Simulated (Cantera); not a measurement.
Input: 1 mol PbS, 12 mol H2, 1.5 mol N2, equilibrated at 0.133 bar.

These are equilibrium values from Cantera (NASA tables, ideal gas, pure condensed phases), not measurements of a reactor. Candidate condensed phases: Pb, PbS, S; 18 gas species. Equilibrium is a limit: real reactors are often held back by kinetics, nucleation or transport.

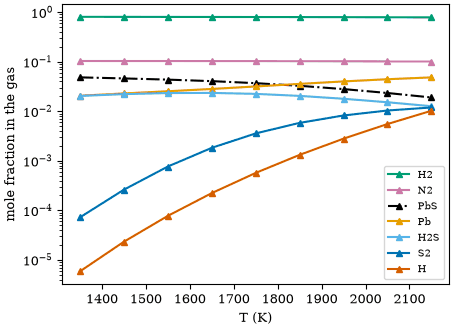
Equilibrium gas composition (values under 1e-9 drawn at 1e-9)

From 1350 K to 2150 K nothing is condensed. The main Pb-bearing gas is PbS at 1350 K and Pb at 2150 K.
